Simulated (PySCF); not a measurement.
C$_{4}$H$_{4}$GeO$_{3}$ (SMILES C#CC(=O)O[C](=O)[GeH3])

Input

```
{"job": {"kind": "uv", "xc": "CAM-B3LYP", "basis": "def2-SVPD", "nstates": 8, "ntriplets": 3}, "charge": 0, "multiplicity": 1}
C      3.305418     0.888536    -0.119658
C      2.409720     0.203188     0.290616
C      1.351526    -0.626049     0.806414
O      1.486246    -1.556704     1.535276
O      0.150486    -0.168760     0.296763
C     -1.072676    -0.644705     0.686501
O     -1.266352    -1.429857     1.555291
Ge    -2.383501     0.278947    -0.477274
H      4.090079     1.488444    -0.479390
H     -2.167398     1.750875    -0.365933
H     -2.124376    -0.105910    -1.895837
H     -3.777975    -0.078691    -0.094077
```

Launched as:

```sh
OMP_NUM_THREADS=1 python probes_run.py task.json out
```

Geometry: GFN2-xTB.

Method: PySCF 2.14.0, CAM-B3LYP/def2-SVPD, SCF density, gas phase.

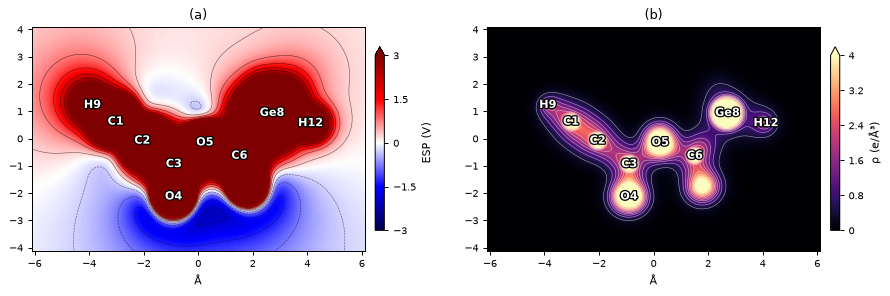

Figure 1. (a) electrostatic potential; (b) total electron density on the plane of atoms C2, C3 and O4.

> Describe what can be read from this map.

The section cuts through C, O, Ge and H sites.
C–O (1.19 Å): the density is about 3.5 e/Å³ at the midpoint.
C–C (1.20 Å): the density is about 2.7 e/Å³ at the midpoint.
C–Ge (1.98 Å): ρ at the midpoint is about 0.87 e/Å³.
C–H (1.05 Å): ρ at the midpoint is about 2.1 e/Å³.
C–O (1.37 Å): ρ is about 2.3 e/Å³ halfway, with its minimum of 1.9 e/Å³ about 0.5 Å from C.
Outside the dense part of the molecule the potential is most negative (−2.0 V) near O4.

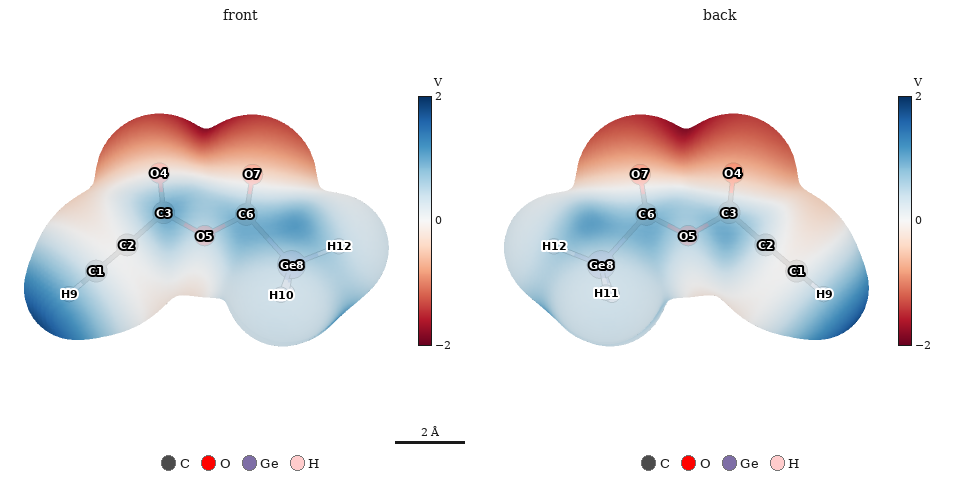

Figure 2. The molecular electrostatic potential painted on the density surface at 0.001 e/bohr³, seen from the front and from behind; the colour scale runs from red (negative) to blue (positive).

> Which sites attract a positive test charge, and which a negative one?

A positive charge is drawn to the negative regions and a negative charge to the positive ones. The most negative region (about −1.7 V) lies over O4 and O7, the most positive (about +1.7 V) over H9.

> How polar is the molecule by this calculation?

Its dipole moment is 4.40 D.
